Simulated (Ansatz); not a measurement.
```xyz
8

B    -0.3582    1.5337    0.0763
C     0.5717    0.6632   -0.5203
O     0.7007   -0.7082   -0.4383
B    -0.1504   -1.4502    0.3012
H    -1.0771    2.3678    0.5169
H     1.3361    1.1245   -1.1649
H     0.0271   -2.6417    0.3236
H    -1.0498   -0.8892    0.9056
```

Theory: Ansatz, RKS r2SCAN/def2-SVP.

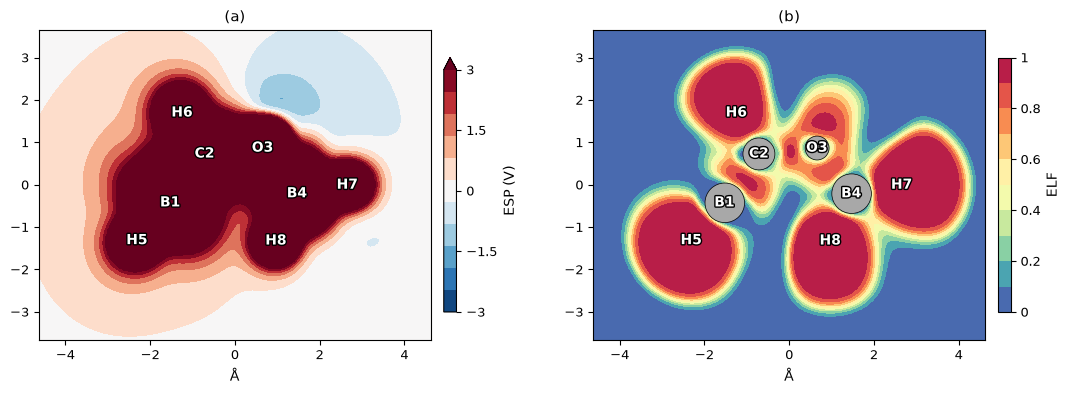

CH$_{4}$B$_{2}$O. (a) molecular electrostatic potential; (b) electron localisation function on the molecular plane. Grey discs cover the atomic cores in the ELF map.

**What do the fields say about this system?**

- Atoms in the plane: B, C, O and H.
- B–O (1.35 Å): the ELF peaks at about 0.90 between the atoms, as expected for a polar covalent bond.
- C–O (1.38 Å): the ELF peaks at about 0.95 between the atoms, as expected for a shared but strongly polarised pair.
- C–B (1.41 Å): the ELF peaks at about 0.90 between the atoms; localised, covalent bonding.
- C–H (1.10 Å): the ELF climbs to about 1 towards the hydrogen, as it does in any bond to H; an ordinary covalent bond to hydrogen.
- B–H (1.19 Å): the ELF climbs to about 1 towards the hydrogen: a covalent bond by its length.
- The ELF also peaks beside O3, away from the bonds: lone-pair regions.
- Outside the dense part of the molecule the potential is most negative (−1.4 V) near O3.
